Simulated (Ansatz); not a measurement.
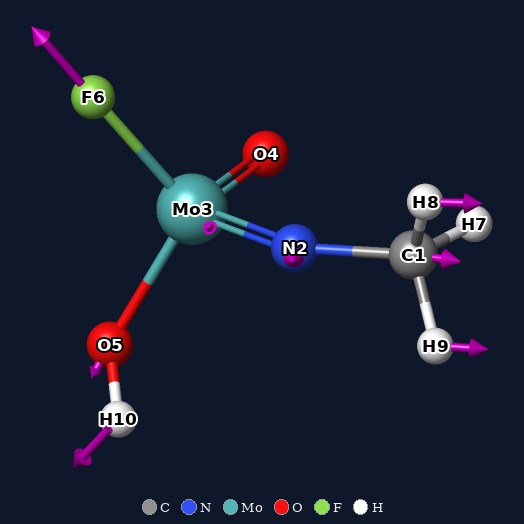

The arrows show one normal mode. Charge 0, singlet. Harmonic vibrations computed with RKS PBE0-D4/def2-TZVP, core potentials on Mo (Ansatz 0.2.0) at a stationary point of the same level.

Question: Describe the motion.

Answer: Mostly Mo–F stretching.

Question: Estimate its harmonic wavenumber.

Answer: 678 cm⁻¹; it is mode 11 of 24 counted from the lowest.
